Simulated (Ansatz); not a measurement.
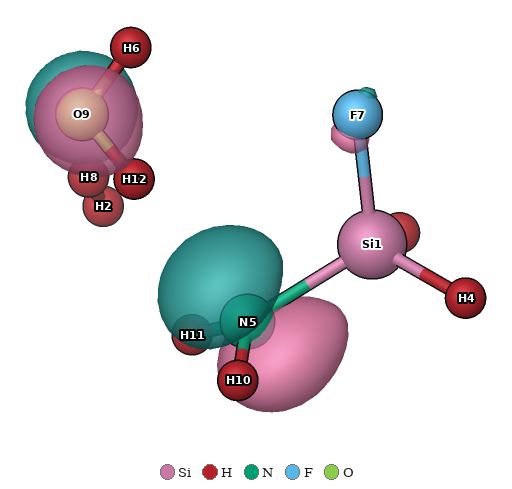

FH$_{4}$NSi···H$_{2}$···H$_{2}$O. The HOMO−1 at ±0.2 Å⁻³ᐟ² (teal and pink are the two phases), seen at an oblique angle.

The product side of a reaction path; geometry: PBE0-D4/def2-TZVP.

Method: RKS PBE0-D4/def2-TZVPP (Ansatz).

```xyz
12

Si   -1.5664   -0.3622    0.2109
H     1.9823   -1.5522   -1.2085
H    -1.4559   -1.7766   -0.2027
H    -2.9534    0.1476    0.2707
N    -0.6448    0.6218   -0.8305
H     1.5963    0.5504    1.8259
F    -1.0040   -0.2929    1.7121
H     2.1040   -1.0341   -0.6804
O     1.8476    0.9064    0.9702
H    -0.9684    1.5226   -1.1409
H     0.0573    0.2354   -1.4406
H     1.0056    1.0337    0.5139
```

Where does this orbital lie, and at what energy?

Answer. By Hirshfeld shares it lies mainly on N5 (about 45 %) and O9 (about 30 %); largely a combination of lone pairs on N5 and O9. Its energy is −8.61 eV.
